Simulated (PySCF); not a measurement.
**Two runs on CHCl3W**

System: CHCl3W (W(CH)Cl3), SMILES [CH]#[W]([Cl])([Cl])[Cl].
Method of run A: GIAO KT2/pcSseg-1 W:def2-TZVP NMR shielding, non-relativistic Hamiltonian with scalar-relativistic core potentials on the heavy atoms, gas phase (PySCF 2.14.0).

The geometry comes from this level: PBE0-D3(BJ)/def2-SVP. Text and figures count atoms from 1; the logs count them from 0 in places.

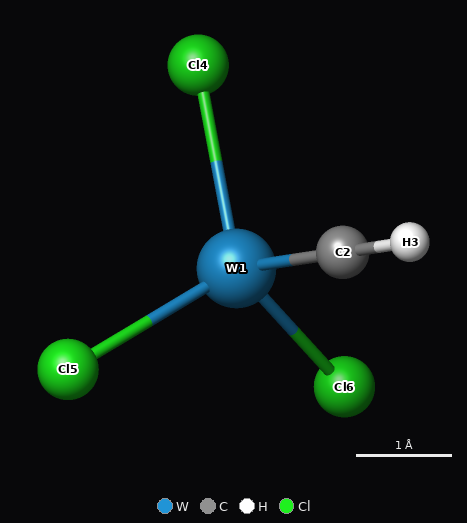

The structure as given in the input (ball-and-stick view, seen at an oblique angle; atoms are numbered from 1 in the order of the input). Sticks mark near contacts. Bond lengths as drawn: Cl–W 2.27 Å, C–H 1.09 Å and C–W 1.73 Å.

The input, run A:
```
{"job": {"kind": "nmr", "xc": "KT2", "basis": {"default": "pcSseg-1", "W": "def2-TZVP"}, "pop": false}, "charge": 0, "multiplicity": 1}
W     -0.041472    -0.001234    -0.489492
C      0.110023     0.004335     1.237116
H      0.206793     0.007184     2.325585
Cl     2.109009    -0.005060    -1.214473
Cl    -1.192050     1.902018    -0.936191
Cl    -1.192303    -1.907233    -0.922555
```

The first line tells a small driver script what to run in PySCF; the rest is the geometry in Å.

Hardware: 1 CPU thread, shared host.

Output (run A):
```
coarse grid: 35536 points
cycle   1  E = -1497.4480120970  dE = -1.926e+01  |g| = 1.185e+00  |ddm| = 8.210e+00
cycle   2  E = -1493.9505169700  dE =  3.497e+00  |g| = 3.807e+00  |ddm| = 3.232e+00
cycle   3  E = -1497.6459604469  dE = -3.695e+00  |g| = 5.599e-01  |ddm| = 2.963e+00
cycle   4  E = -1497.6880539173  dE = -4.209e-02  |g| = 4.028e-01  |ddm| = 8.859e-01
cycle   5  E = -1497.7124263145  dE = -2.437e-02  |g| = 2.788e-01  |ddm| = 5.028e-01
cycle   6  E = -1497.7335367240  dE = -2.111e-02  |g| = 2.400e-02  |ddm| = 2.470e-01
cycle   7  E = -1497.7336572255  dE = -1.205e-04  |g| = 1.412e-02  |ddm| = 2.862e-02
cycle   8  E = -1497.7337061545  dE = -4.893e-05  |g| = 2.347e-03  |ddm| = 8.849e-03
cycle   9  E = -1497.7337074257  dE = -1.271e-06  |g| = 5.132e-04  |ddm| = 1.708e-03
final grid: 67408 points
cycle  10  E = -1497.7335283464  dE =  1.071e-06  |g| = 2.262e-03  |ddm| = 2.358e-03
cycle  11  E = -1497.7334958555  dE =  3.249e-05  |g| = 1.177e-02  |ddm| = 8.893e-03
cycle  12  E = -1497.7335294832  dE = -3.363e-05  |g| = 7.210e-04  |ddm| = 7.403e-03
cycle  13  E = -1497.7335296354  dE = -1.522e-07  |g| = 1.089e-04  |ddm| = 7.477e-04
cycle  14  E = -1497.7335296383  dE = -2.908e-09  |g| = 1.237e-05  |ddm| = 9.010e-05
cycle  15  E = -1497.7335296384  dE = -3.297e-11  |g| = 5.507e-06  |ddm| = 1.650e-05
converged SCF energy = -1497.7335296384

GIAO shielding tensors (ppm)
atom      isotropic    diamagn.    paramagn.     s11        s22        s33       span
  0 W          nan         nan         nan        nan        nan        nan        nan
  1 C      -98.259     258.569    -356.827   -197.151   -196.699     99.074    296.225
  2 H       24.372      29.314      -4.942     23.563     23.586     25.967      2.404
  3 Cl     470.509    1150.150    -679.641   -201.103    494.058   1118.572   1319.675
  4 Cl     470.355    1150.153    -679.798   -200.190    492.796   1118.458   1318.648
  5 Cl     470.216    1150.153    -679.938   -200.514    492.418   1118.743   1319.257
```

For run B the input was changed thus:
```diff
-"xc": "KT2"
+"xc": "PBE0"
-"pop": false
```

Predict how the results change.

The total energies belong to different methods, so their difference says nothing on which is more stable or more accurate. The HOMO goes from −6.69 to −7.89 eV. The LUMO goes from −3.98 to −3.07 eV. The dipole moment goes from 0.53 to 0.70 D. Of all shieldings, the largest change is that of C2, by −40.5 ppm. The functional changes from KT2 to PBE0. Exact exchange removes part of the self-interaction error of semilocal functionals, which pushes filled and empty levels apart. The SCF takes 13 iterations against 15.

Output (run B):
```
coarse grid: 35536 points
cycle   1  E = -1485.6979132716  dE = -1.964e+01  |g| = 1.088e+00  |ddm| = 8.237e+00
cycle   2  E = -1483.3858539130  dE =  2.312e+00  |g| = 3.308e+00  |ddm| = 2.810e+00
cycle   3  E = -1485.9456666342  dE = -2.560e+00  |g| = 2.373e-01  |ddm| = 2.279e+00
cycle   4  E = -1485.9556685845  dE = -1.000e-02  |g| = 1.361e-01  |ddm| = 3.738e-01
cycle   5  E = -1485.9593458728  dE = -3.677e-03  |g| = 7.760e-02  |ddm| = 1.668e-01
cycle   6  E = -1485.9608870333  dE = -1.541e-03  |g| = 3.881e-03  |ddm| = 6.528e-02
cycle   7  E = -1485.9608895363  dE = -2.503e-06  |g| = 2.060e-03  |ddm| = 4.134e-03
final grid: 67408 points
cycle   8  E = -1485.9607591485  dE =  8.520e-06  |g| = 6.319e-03  |ddm| = 5.406e-03
cycle   9  E = -1485.9606502491  dE =  1.089e-04  |g| = 2.246e-02  |ddm| = 1.772e-02
cycle  10  E = -1485.9607685105  dE = -1.183e-04  |g| = 1.051e-03  |ddm| = 1.386e-02
cycle  11  E = -1485.9607688158  dE = -3.053e-07  |g| = 1.668e-04  |ddm| = 1.061e-03
cycle  12  E = -1485.9607688220  dE = -6.188e-09  |g| = 1.263e-05  |ddm| = 1.286e-04
cycle  13  E = -1485.9607688220  dE = -5.161e-11  |g| = 3.309e-06  |ddm| = 1.445e-05
converged SCF energy = -1485.9607688220

GIAO shielding tensors (ppm)
atom      isotropic    diamagn.    paramagn.     s11        s22        s33       span
  0 W          nan         nan         nan        nan        nan        nan        nan
  1 C     -138.748     258.438    -397.185   -253.862   -253.287     90.906    344.768
  2 H       24.844      29.027      -4.183     24.305     24.330     25.897      1.592
  3 Cl     498.850    1148.211    -649.361   -218.429    563.365   1151.615   1370.043
  4 Cl     498.335    1148.213    -649.878   -218.338    562.025   1151.318   1369.655
  5 Cl     498.141    1148.214    -650.072   -218.819    561.651   1151.591   1370.410
```

The two runs side by side:

| quantity | run A | run B |
| --- | --- | --- |
| outcome | converged | converged |
| total energy (hartree) | −1497.733530 | −1485.960769 |
| HOMO (eV) | −6.69 | −7.89 |
| LUMO (eV) | −3.98 | −3.07 |
| dipole moment (D) | 0.53 | 0.70 |
| shielding of C2 (ppm) | −98.3 | −138.7 |
| shielding of H3 (ppm) | 24.4 | 24.8 |
| shielding of Cl4 (ppm) | 470.5 | 498.9 |
| shielding of Cl5 (ppm) | 470.4 | 498.3 |
| shielding of Cl6 (ppm) | 470.2 | 498.1 |
| SCF iterations | 15 | 13 |
| basis functions | 134 | 134 |
| wall time (shared host) | 15 s | 11 s |

For both runs: Spin–orbit coupling is left out, which matters for the heavy atoms.
